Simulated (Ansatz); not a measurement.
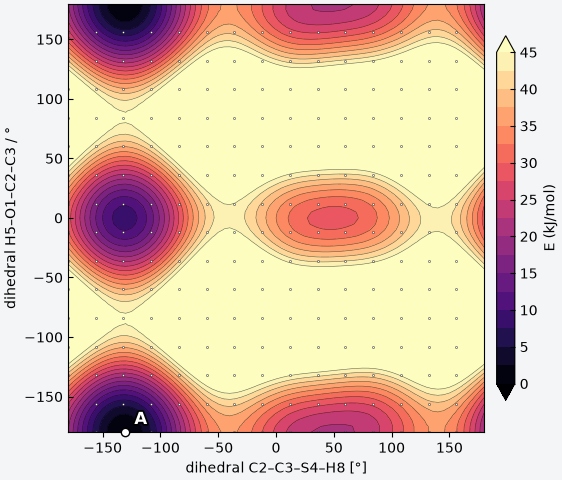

C2H5OS, SMILES OC=C[SH2+], charge +1. First axis: dihedral C2–C3–S4–H8. Second axis: dihedral H5–O1–C2–C3. Nothing is relaxed (all other coordinates rigid). The grid has 15 × 15 points. All energies are given in kJ/mol relative to the lowest grid point. Computed with RKS CAM-B3LYP-D4/def2-SVP (Ansatz).

The picture shows filled contours, dots at the grid points, one colour for all values above the top of the scale, the well A. Between grid points the surface is interpolated.

**Estimate the position of the minimum and the force constants in these coordinates. Take the well at A.**

The interpolated minimum is at dihedral C2–C3–S4–H8 ≈ −131°, dihedral H5–O1–C2–C3 ≈ −180°. The curvatures there are about 0.72 eV/rad² and 0.72 eV/rad², with a cross term of about 0.02 eV/rad². Round the minimum the contours are nearly round: the two directions are equally stiff and uncoupled. (1 eV is 96.5 kJ/mol.)
